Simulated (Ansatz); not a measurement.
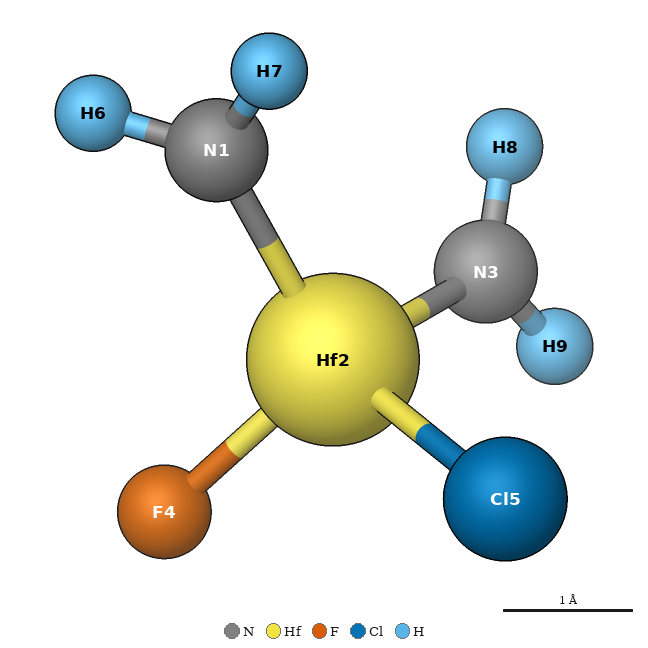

The view is orthographic, and the bar gives the scale. The species is neutral and a spin singlet. Computed geometry: PBE0-D4/def2-TZVP optimisation.

Give an XYZ file in the frame of the picture: x to the right, y up, z towards the viewer, origin at the mean of the atomic positions.

```xyz
9
ClFH4HfN2
N   -1.02   0.96   0.95
Hf  -0.11  -0.66   0.17
N    1.07   0.02  -1.31
F   -1.42  -1.84  -0.56
Cl   1.22  -1.74   1.81
H   -1.97   1.25   0.79
H   -0.61   1.58   1.65
H    1.22   0.99  -1.56
H    1.61  -0.56  -1.94
```
